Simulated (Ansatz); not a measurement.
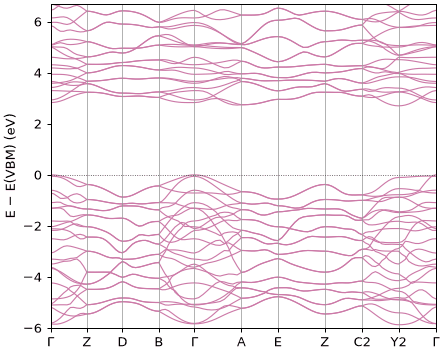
Band structure from DFT-r²SCAN in the program Ansatz with PAW potentials

### Question
Read off the gap and where the band edges lie.

### Answer
About 2.7 eV (2.70 eV by a search for the band edges); maximum at Γ, minimum at Y2.

The material is TiO2 in space group P2_1/c (No. 14; Ti on 4e, O on 4e, O on 4e).

The workflow started from a Materials Project entry (that database holds measured and hypothetical structures alike); the Crystallography Open Database files this formula in space group No. 14, but the cells were not matched. It is not the phase usual at ambient conditions (space group No. 61, 136, 141). Symmetry was held in the r²SCAN relaxation; of distortions, only those at the zone centre were tested. The run is not spin-polarised.

Potentials: the earlier of the program's two PAW sets.
